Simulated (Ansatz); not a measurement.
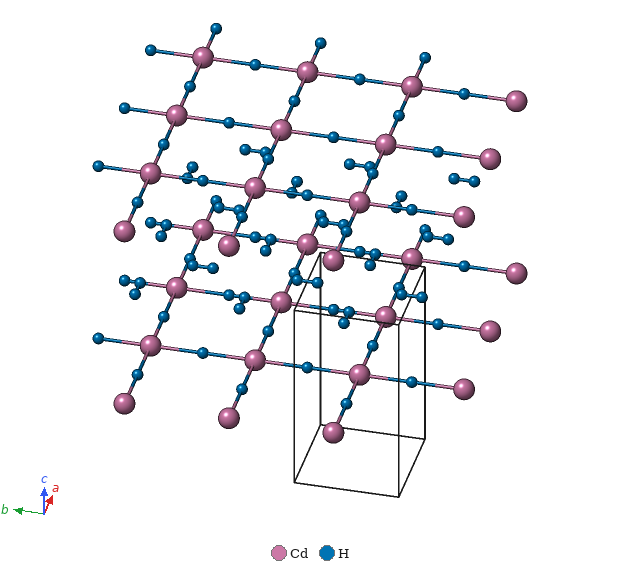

The compound is CdH₆ (space group P4/mmm, No. 123), taken as the input geometry of an electronic-structure calculation (not necessarily at equilibrium); the starting structure was generated, so it need not be a known form of this composition.

Bonds are taken as Cd–H below 2.2 Å and H–H below 0.8 Å; no other contact counts. The graph is simplified in the usual way: terminal and isolated atoms are pruned, two-connected atoms become edges.

Question: What kind of net remains, and which atoms are its nodes?

Answer: A uninodal 4-connected, two-periodic (layers) net: Cd is a 4-connected node. H(2e) becomes part of the edges. H(4n) drops out.

Question: Which named net is it?

Answer: It is the sql net, known from the square lattice.

Question: How do the layers lie?

Answer: The layers lie parallel to (001).

Question: Give the point symbol of each node (shortest cycle at each angle).

Answer: Cd: 4⁴·6².
